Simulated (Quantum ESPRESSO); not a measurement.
```
Al2O3
1.0
    2.40251     1.38709     4.37208
   -2.40251     1.38709     4.37208
    0.00000    -2.77419     4.37208
Al O
4 6
Direct
  0.14790   0.14790   0.14790
  0.85210   0.85210   0.85210
  0.35210   0.35210   0.35210
  0.64790   0.64790   0.64790
  0.94386   0.55614   0.25000
  0.05614   0.44386   0.75000
  0.25000   0.94386   0.55614
  0.75000   0.05614   0.44386
  0.55614   0.25000   0.94386
  0.44386   0.75000   0.05614
```
Geometry: a computed entry of the Materials Project; it was not checked against measured cells. It is Al2O3 in R-3c. Stability against distortions was not tested.

For site O (atoms 5, 6, 7, 8, 9, 10), a PBE PAW density (pw.x of a modified build of Quantum ESPRESSO, JTH datasets) with the all-electron reconstruction of Petrilli and co-workers (22.5 Ha, k-mesh 6×6×6 through Γ) gives Vzz = -0.404 a.u. and η_Q = 0.51, so |C_Q| = 2.43 MHz for ¹⁷O (|Q| = 0.0256 barn). Cores are frozen. Against all-electron runs on small test molecules, this scheme's |Vzz| missed by −7 % on Al, −2 to +6 % on O.

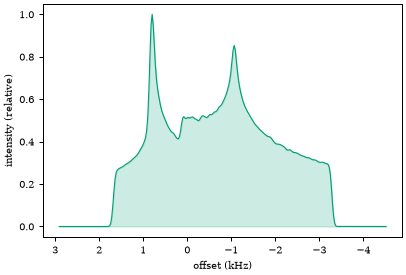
*Simulated static powder pattern of the ¹⁷O central transition at 9.4 T (Larmor frequency ν0 = 54.3 MHz, I = 5/2), second-order quadrupolar broadening alone, zero at the isotropic chemical shift*

The full linewidth is 4.96 kHz, or 91.5 ppm at this field.
